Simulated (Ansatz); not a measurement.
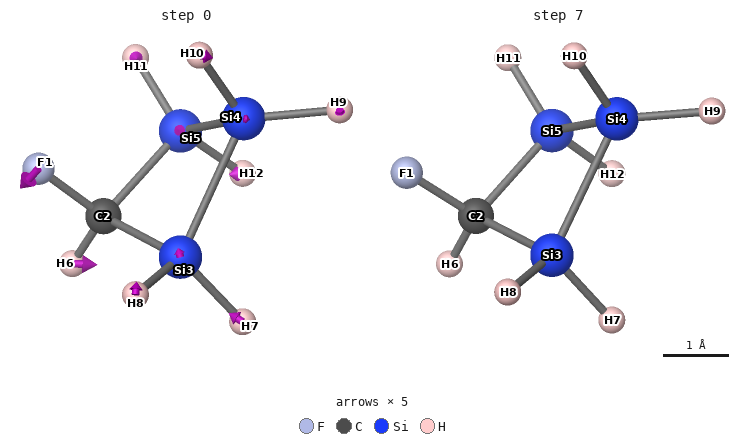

The structure of CH7FSi3 before (left) and after (right) a relaxation, at one scale. The purple arrows give the displacements, 5 times their true length.

The picture is a ball-and-stick view, seen from a free direction.

The start comes from PBE-D4/def2-SVP.

Level of theory: Ansatz, RKS PBE0-D4/def2-TZVP.

The input:
```yaml
crystal:
  periodic: [false, false, false]
  atoms:
    - {symbol: F, position_ang: [-1.665141, -0.130081, 1.358620]}
    - {symbol: C, position_ang: [-0.781355, 0.805766, 0.756229]}
    - {symbol: Si, position_ang: [-0.828294, 0.418705, -1.144398]}
    - {symbol: Si, position_ang: [0.670234, -1.364121, -0.721281]}
    - {symbol: Si, position_ang: [1.004711, 0.124591, 1.088424]}
    - {symbol: H, position_ang: [-1.042574, 1.827681, 1.105347]}
    - {symbol: H, position_ang: [-0.124382, 1.510817, -1.910598]}
    - {symbol: H, position_ang: [-2.212862, 0.213316, -1.696430]}
    - {symbol: H, position_ang: [1.795601, -1.634056, -1.680789]}
    - {symbol: H, position_ang: [-0.003648, -2.653042, -0.337412]}
    - {symbol: H, position_ang: [1.233193, -0.339562, 2.501329]}
    - {symbol: H, position_ang: [2.031217, 1.164884, 0.715058]}
basis:
  gaussian: {orbitals: def2-TZVP}
hamiltonian: {xc: pbe0, dispersion: d4}
relax: {f_tol: 0.005, max_steps: 150}
```

Run as
```bash
ansatz run in.yaml --threads 4 --pin off --events-out ev --progress --plain --max-ram 10444MiB
```

### Summarise the run.

F1 moves most after the best rigid fit: 0.10 Å. Largest moves by element: F 0.10 Å, H 0.08 Å, Si 0.03 Å, C 0.01 Å. Among the contacts that change: C2–H6 1.111 → 1.092 Å, C2–Si3 1.940 → 1.922 Å, Si3–H7 1.508 → 1.490 Å, Si3–H8 1.505 → 1.487 Å. Among the angles between lasting bonds that change: F1–C2–Si3 105.6° → 107.8°. The energy falls by 3.96 kJ/mol in 6 accepted moves (7 points after the start). Largest force component: 0.62 eV/Å at the start, 0.0018 eV/Å at the end. The line search rejected the trial step at point 5 of the run.
